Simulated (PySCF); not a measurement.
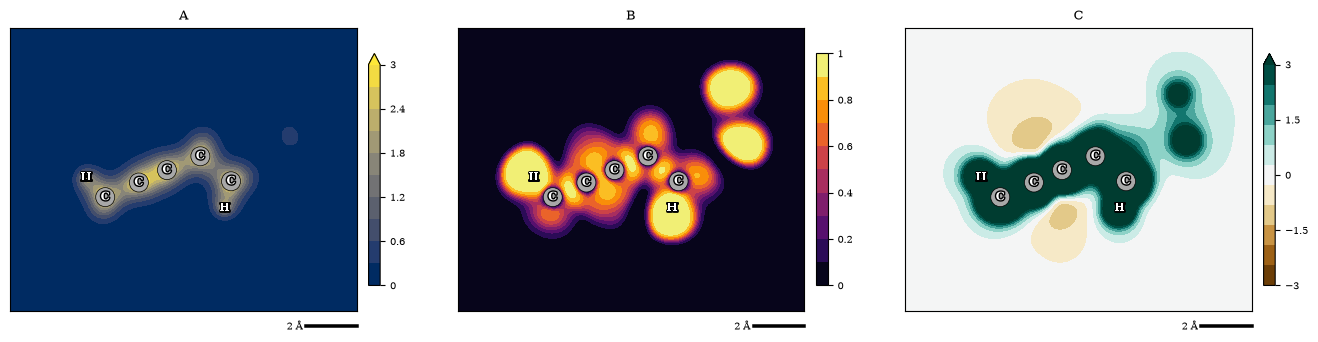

C7H13NSi: 3 fields on the plane of atoms C4, C5 and H15, with unlabelled colour scales. Grey discs cover the atomic cores.

Geometry: PBE0-D3(BJ)/def2-SVP.

Computed with PBE0/pcSseg-1, SCF density, gas phase, non-relativistic in PySCF 2.14.0.

```xyz
22

C     4.6055    0.9031    0.2447
C     3.2601    0.3543    0.3039
C     2.1375   -0.1090    0.3642
C     0.8052   -0.6367    0.3873
C     0.3297   -1.5090   -0.8263
Si   -0.5612    0.0930   -0.6830
N    -2.2265    0.1458   -0.2457
C    -2.8239    1.3780    0.2068
C    -3.0296   -1.0267   -0.0136
H     4.7949    1.5857    1.0887
H     4.7632    1.4764   -0.6831
H     5.3721    0.1120    0.2793
H     0.4914   -1.0355    1.3618
H    -0.1532   -2.4549   -0.5547
H     1.0744   -1.6401   -1.6190
H    -0.1727    1.2482   -1.5267
H    -2.1967    2.2404   -0.0678
H    -3.8158    1.5292   -0.2581
H    -2.9639    1.4056    1.3058
H    -4.0197   -0.9247   -0.4964
H    -2.5462   -1.9189   -0.4356
H    -3.2079   -1.2145    1.0641
```

Match the panels to the quantities (electron density, electron localisation function and electrostatic potential).

Panel A: electron density. Panel B: electron localisation function. Panel C: electrostatic potential (strongly positive close to the atoms, with negative regions outside electron-rich atoms). From the grid: C–C (1.22 Å): ρ is about 2.6 e/Å³ halfway; the ELF peaks at about 0.85 between the atoms; a multiple bond.
